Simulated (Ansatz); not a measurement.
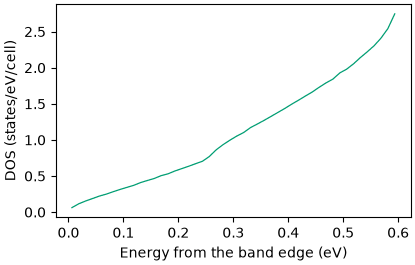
*Density of states of LaZrNO₂ (Pnma) above the conduction band minimum, PBEsol, rigid bands in Ansatz (a first-principles code); cell volume 275.8 Å³.*

**Question.** What effective density of states at 300 K does this give (∫ g(E) exp(−E/k_BT) dE, both spins, divided by the cell's size)?

**Answer.** 1.2e19 cm⁻³, a density-of-states mass of 0.61 mₑ, valleys and band degeneracy included.

Spin-orbit coupling is left out. Geometry: cell and atoms relaxed with PBEsol.

Computed structure with no diffraction record at hand here (it may be known, metastable or hypothetical): LaZrNO2 (Pnma).
